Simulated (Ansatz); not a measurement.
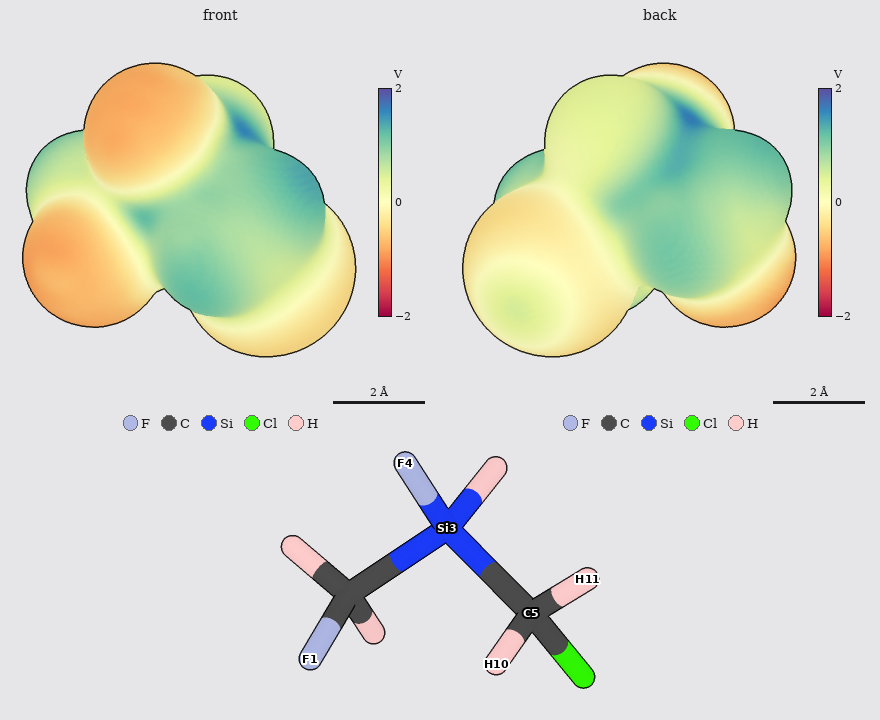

*C₂H₅ClF₂Si (SMILES FC[SiH](F)CCl). The molecular electrostatic potential painted on the density surface at 0.002 e/bohr³, seen from the front and from behind; the colour scale runs from red (negative) to blue (positive). The bare structure is drawn below in the same view.*

Geometry: PBE0-D4/def2-TZVP.

Theory: Ansatz, RKS PBE0-D4/def2-TZVPP.

```xyz
11

F    -1.2192   -1.2523    1.2863
C    -1.4436   -0.5807    0.0875
Si   -0.1459    0.7614   -0.1439
F    -0.3707    1.8995    0.9595
C     1.5630    0.0412    0.0973
Cl    1.8101   -1.1115   -1.2471
H    -2.4544   -0.1592    0.1135
H    -1.4029   -1.3087   -0.7294
H    -0.2767    1.3762   -1.4854
H     1.6511   -0.5113    1.0327
H     2.3546    0.7885    0.0496
```

**Where is the surface potential most negative and most positive?**

The most negative region (about −0.9 V) lies over F1 and F4, the most positive (about +1.5 V) over Si3. Cl6 shows a σ-hole: about +0.5 V at the tip opposite its bond, against about −0.1 V on its flanks.
